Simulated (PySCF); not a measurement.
C₄H₉BN₂Si

Input file:

```
{"job": {"kind": "nmr", "xc": "PBE0", "basis": "pcSseg-1"}, "charge": 0, "multiplicity": 1}
C      3.079675     1.126911     0.209962
C      2.080112     0.107013     0.198466
N      1.244569    -0.686467     0.167079
B      0.075507    -1.557628     0.081874
Si    -1.304216    -0.468914    -0.886527
C     -3.023384    -0.319397    -0.071164
C     -0.630236     1.288892    -0.915043
N     -0.029961     2.267192    -0.847329
H      3.779925     0.963871    -0.609053
H      3.622766     1.117802     1.155218
H      2.591843     2.093708     0.076645
H      0.407390    -2.529688    -0.523798
H     -0.240343    -1.814437     1.203478
H     -1.528823    -0.691346    -2.335520
H     -2.947469     0.033312     0.953897
H     -3.516733    -1.287077    -0.048839
H     -3.667619     0.368285    -0.610915
```

Run with:

```sh
OMP_NUM_THREADS=1 python probes_run.py task.json out
```

Geometry: GFN2-xTB.

The calculation used PBE0/pcSseg-1, SCF density, gas phase, non-relativistic in PySCF.

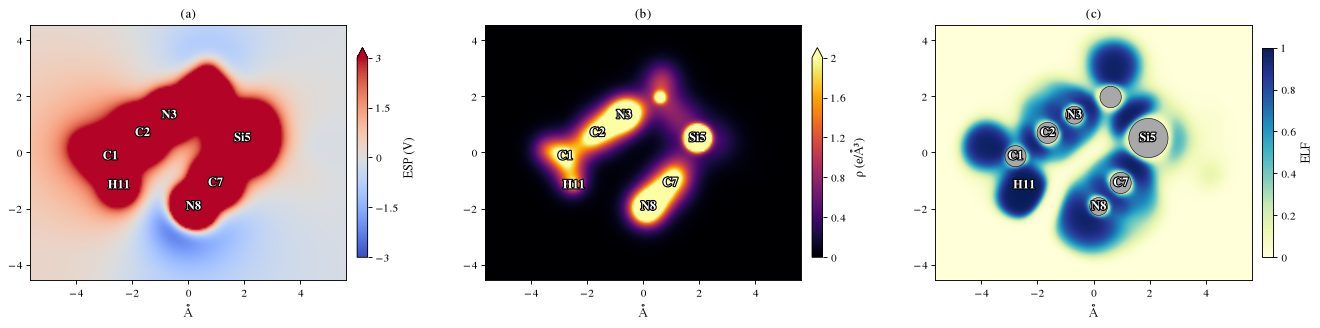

Figure 1. (a) electrostatic potential; (b) total electron density; (c) ELF on the plane of atoms Si5, C7 and N8. Grey discs cover the atomic cores in the ELF map.

> What does the map show?

The section cuts through C, N, Si and H sites. C–N (1.15 Å): the density is about 3.6 e/Å³ at the midpoint; the ELF peaks at about 0.85 between the atoms: a multiple bond. C–C (1.43 Å): ρ at the midpoint is about 1.9 e/Å³; the ELF peaks at about 0.95 between the atoms (a covalent bond). C–Si (1.88 Å): ρ at the midpoint is about 0.84 e/Å³; the ELF peaks at about 1 between the atoms; a covalent bond. C–H (1.09 Å): ρ is about 2 e/Å³ halfway; the ELF climbs to about 1 towards the hydrogen, as it does in any bond to H: an ordinary covalent bond to hydrogen. The ELF also peaks beside N8, away from the bonds: lone-pair regions. Outside the dense part of the molecule the potential is most negative (−2.1 V) near N8.

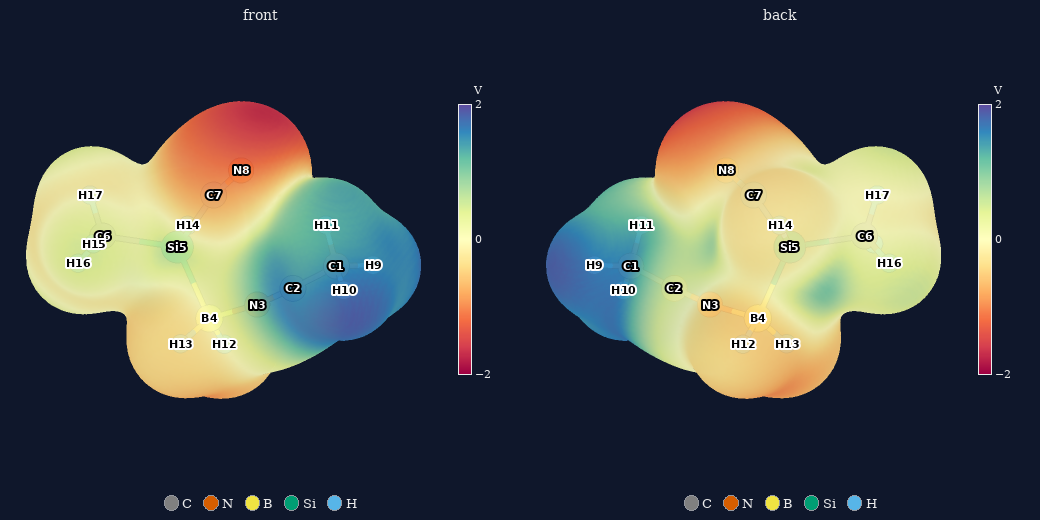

Figure 2. The molecular electrostatic potential painted on the density surface at 0.002 e/bohr³, seen from the front and from behind; the colour scale runs from red (negative) to blue (positive).

> Which sites attract a positive test charge, and which a negative one?

A positive charge is drawn to the negative regions and a negative charge to the positive ones. The most negative region (about −1.7 V) lies over N8, the most positive (about +1.9 V) over H9 and H10. N8 is the likeliest acceptor of a hydrogen bond.
